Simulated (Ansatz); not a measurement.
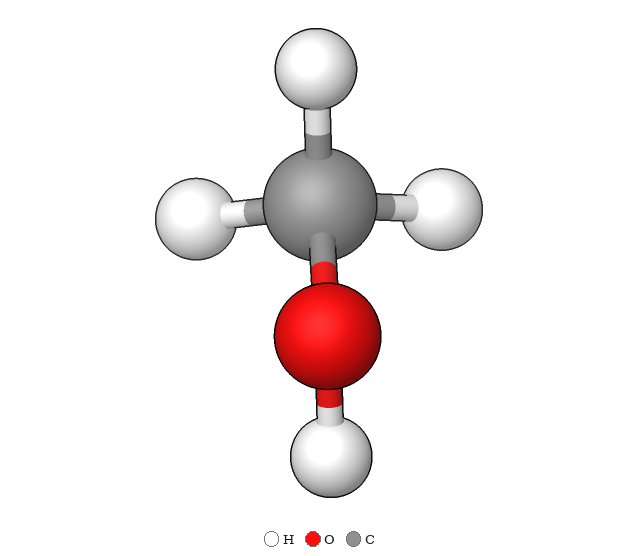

Rendered structure (ball-and-stick style).

Computed geometry: PBE0-D4/def2-TZVP optimisation.

**Which formula does it have?**

CH₄O, 6 atoms: 1 carbon, 4 hydrogen and 1 oxygen.

**Which point group does it belong to?**

Cs.

**How many sets of symmetry-equivalent atoms are there?**

5: 1 H, 1 O, 1 C, 2 H, 1 H.

**How many bonds of each kind are drawn?**

3 C–H, 1 O–H, 1 C–O. Sticks follow a distance rule.

The parts below concern this one geometry. Atoms keep their numbers from picture to picture.

Geometry

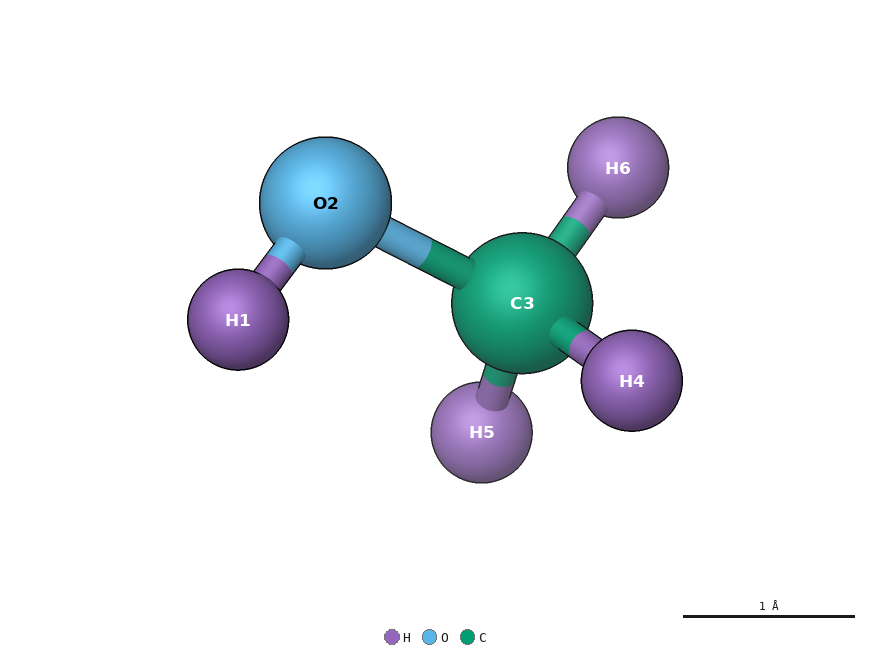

The atoms are numbered.

List the bonds and their lengths.

| bond | length (Å) |
| --- | --- |
| H1–O2 | 0.959 |
| O2–C3 | 1.409 |
| C3–H4 | 1.097 |
| C3–H5 | 1.097 |
| C3–H6 | 1.090 |

Electronic properties

Level of theory: RKS PBE0-D4/def2-TZVPP (Ansatz 0.2.0).

**Give the HOMO energy (Kohn–Sham orbital) at this level.**

−7.89 eV.

**What is the HOMO–LUMO gap?**

8.99 eV.

Charges

The questions are on Mulliken charges. Properties computed with RKS PBE0-D4/def2-TZVP (Ansatz 0.2.0).

List the Mulliken charges.

| atom | value (e) |
| --- | --- |
| H1 | 0.31 |
| O2 | −0.46 |
| C3 | −0.19 |
| H4 | 0.11 |
| H5 | 0.11 |
| H6 | 0.13 |

Vibrations

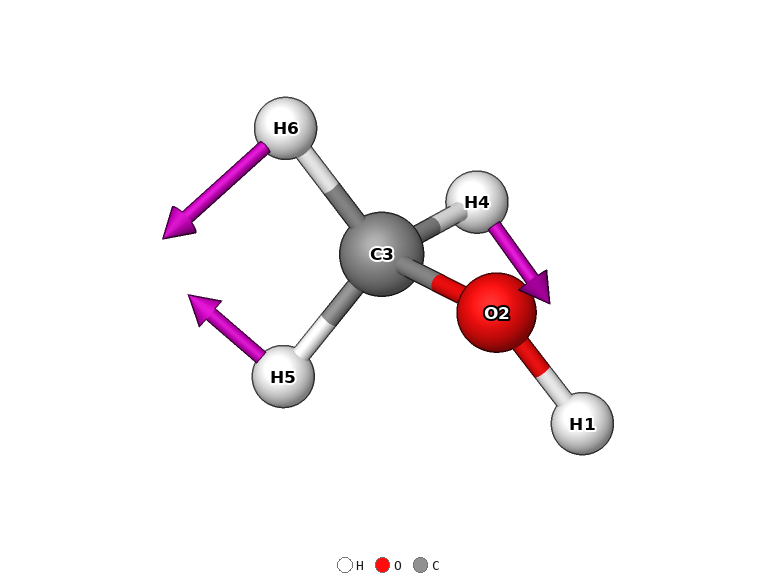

The arrows show one normal mode. Harmonic vibrations computed with RKS PBE0-D4/def2-TZVP (Ansatz 0.2.0) at a stationary point of the same level.

**What kind of motion is it?**

Mostly H–C–H bending.

**Estimate its harmonic wavenumber.**

1490 cm⁻¹; it is mode 7 of 12 counted from the lowest.

Mulliken values depend strongly on the basis set and can even reverse the polarity of a bond.
